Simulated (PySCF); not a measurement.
## Electronic structure of C₄H₇FS₂Si (SMILES F/C=C/[SiH]1SCCS1) in real space

```xyz
15

F     3.8632    0.3274    1.0085
C     2.6623   -0.0826    0.5837
C     2.2042    0.2093   -0.6210
Si    0.5382   -0.3571   -1.2542
S    -0.8471    1.2602   -1.5666
C    -1.8951    0.8805   -0.1163
C    -2.0928   -0.6087    0.0382
S    -0.4925   -1.4561    0.2779
H     2.1485   -0.6689    1.3327
H     2.8234    0.8035   -1.2768
H     0.6128   -1.1217   -2.4907
H    -2.8475    1.3806   -0.2894
H    -1.4167    1.3079    0.7651
H    -2.5746   -1.0369   -0.8407
H    -2.6907   -0.8294    0.9220
```

Geometry: GFN2-xTB.

Method: PBE0/pcSseg-1, SCF density, gas phase, non-relativistic (PySCF).

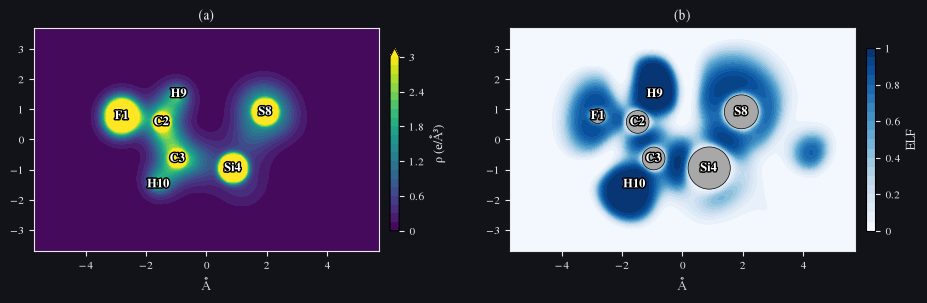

Figure 1. (a) electron density; (b) ELF on the plane of atoms C3, C2 and H9. Grey discs cover the atomic cores in the ELF map.

**What do the fields say about this system?**

- Atoms in the plane: F, C, Si, S and H.
- C–C (1.32 Å): ρ at the midpoint is about 2.3 e/Å³; the ELF peaks at about 0.95 between the atoms (a multiple bond).
- C–F (1.34 Å): ρ at the midpoint is about 2.3 e/Å³; the ELF peaks at about 0.85 between the atoms, as expected for a shared but strongly polarised pair.
- C–Si (1.87 Å): ρ at the midpoint is about 0.94 e/Å³; the ELF peaks at about 0.95 between the atoms; a covalent bond.
- Si–S (2.15 Å): ρ at the midpoint is about 0.84 e/Å³; the ELF peaks at about 0.90 between the atoms, as expected for localised, covalent bonding.
- C–H (1.08 Å): the density is about 2 e/Å³ at the midpoint; the ELF climbs to about 1 towards the hydrogen, as it does in any bond to H: an ordinary covalent bond to hydrogen.
- The ELF also peaks beside F1 and S8, away from the bonds: lone-pair regions.

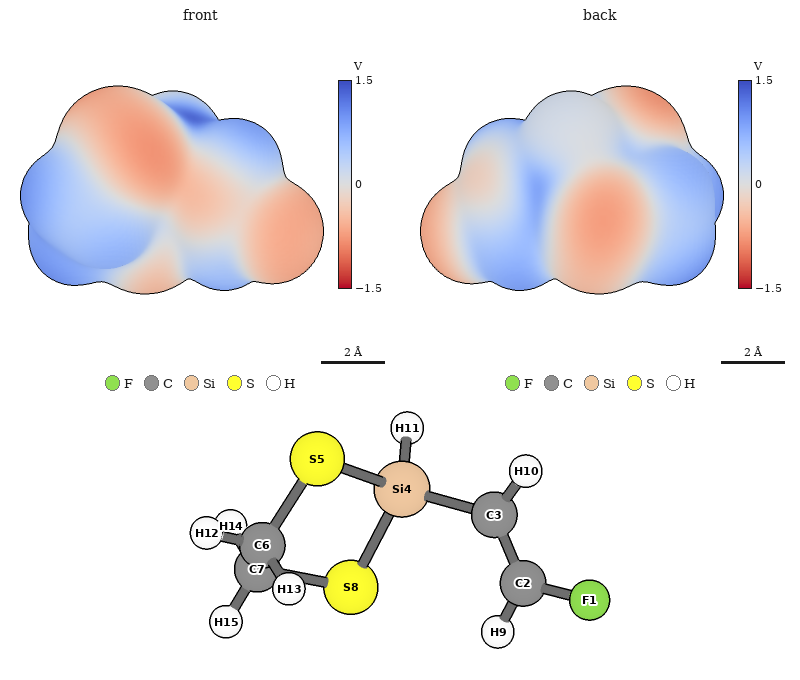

Figure 2. The electrostatic potential painted on the density surface at 0.001 e/bohr³, seen from the front and from behind; red is negative and blue positive. The bare structure is drawn below in the same view.

**Which sites attract a positive test charge, and which a negative one?**

A positive charge is drawn to the negative regions and a negative charge to the positive ones. The most negative region (about −0.8 V) lies over S5, the most positive (about +1.1 V) over Si4.
